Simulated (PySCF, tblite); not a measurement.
# CH₁₂BN₃Si₂: geometry, infrared bands and NMR shifts

What infrared bands and NMR shifts should CH₁₂BN₃Si₂ (`CNB(N)[SiH2]N[SiH3]`) show?

The runs use tblite 0.8.0 and PySCF 2.14.0, with density-fitted response routines of our own; the level of theory stands in each step. All values are computed, except where a source is named. Atoms are numbered from 0 throughout.

## 1. The molecule as given

19 atoms, charge 0, multiplicity 1; geometry from: force field or distance geometry start.

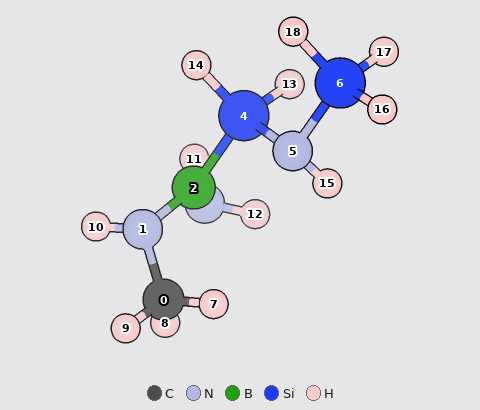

As it starts; carbon dark grey, nitrogen light blue, boron green, silicon blue, hydrogen pink, atoms numbered; sticks join atoms by distance.

## 2. Optimising the geometry with GFN2-xTB

The job: settings as JSON, then the geometry in Å.

```
{"job": {"kind": "relax", "xc": "GFN2-xTB", "basis": "xTB"}, "charge": 0, "multiplicity": 1}
C     -2.625100    -0.770400    -0.769000
N     -2.003600    -0.539400     0.520300
B     -1.026500     0.637400     0.453800
N     -1.559600     2.046900     0.141000
Si     0.859100     0.348800     0.757900
N      1.470500    -0.809000    -0.470500
Si     3.231400    -1.006300    -0.181500
H     -1.863100    -0.994200    -1.538500
H     -3.229600     0.112900    -1.079500
H     -3.319700    -1.641800    -0.689600
H     -2.747100    -0.295900     1.218000
H     -1.273500     2.652300     0.943700
H     -1.066500     2.379600    -0.694200
H      1.574000     1.632400     0.623300
H      1.051700    -0.188600     2.103500
H      1.371600    -0.348500    -1.388500
H      3.787500    -1.924800    -1.178900
H      3.907600     0.285900    -0.289100
H      3.451200    -1.568300     1.169600
```

Command:

```sh
> OMP_NUM_THREADS=1 python probes_run.py task.json out
```

One launch serves the whole session: the jobs run in the order shown.

**Question.** This job is followed by: GFN2-xTB harmonic vibrations, gas phase; GIAO PBE0/pcSseg-1 NMR shielding, non-relativistic, gas phase. Predict these results of the whole session: strongest single infrared mode (GFN2-xTB); zero-point energy (GFN2-xTB); ¹³C shifts against TMS (PBE0/pcSseg-1); ¹H shifts against TMS (PBE0/pcSseg-1, means over atoms taken as alike); ¹⁵N shifts against NH3 (PBE0/pcSseg-1); ¹¹B shifts against BF3·OEt2 (PBE0/pcSseg-1); ²⁹Si shifts against TMS (PBE0/pcSseg-1); surface potential, least and greatest.

As calculated:

| quantity | value |
| --- | --- |
| strongest single infrared mode (GFN2-xTB) | 2043 cm⁻¹, 492 km/mol |
| zero-point energy (GFN2-xTB) | 87.6 kcal/mol |
| ¹³C shifts against TMS (PBE0/pcSseg-1) | 35.4 ppm |
| ¹H shifts against TMS (PBE0/pcSseg-1, means over atoms taken as alike) | 4.91, 4.75, 3.21, 2.59, 2.54, -0.96 ppm |
| ¹⁵N shifts against NH3 (PBE0/pcSseg-1) | 92.5, 79.8, -5.9 ppm |
| ¹¹B shifts against BF3·OEt2 (PBE0/pcSseg-1) | 24.9 ppm |
| ²⁹Si shifts against TMS (PBE0/pcSseg-1) | -49.9, -54.5 ppm |
| surface potential, least and greatest | -0.69 V and 1.64 V |

**Reading.** The optimisation took 172 steps and gained 2.451 eV; among the close pairs (by a distance rule), B2–N3 changed most, from 1.539 to 1.409 Å. No mode is imaginary among the 51: a minimum at this level. The strongest single mode, at 2043 cm⁻¹, moves mainly H13. GFN2-xTB is a fitted tight-binding method: band positions and strengths are rough. Its intensities can rank the bands wrongly. At PBE0/pcSseg-1: Shielding is most anisotropic at N1 (span 129 ppm, paramagnetic term -146 ppm).
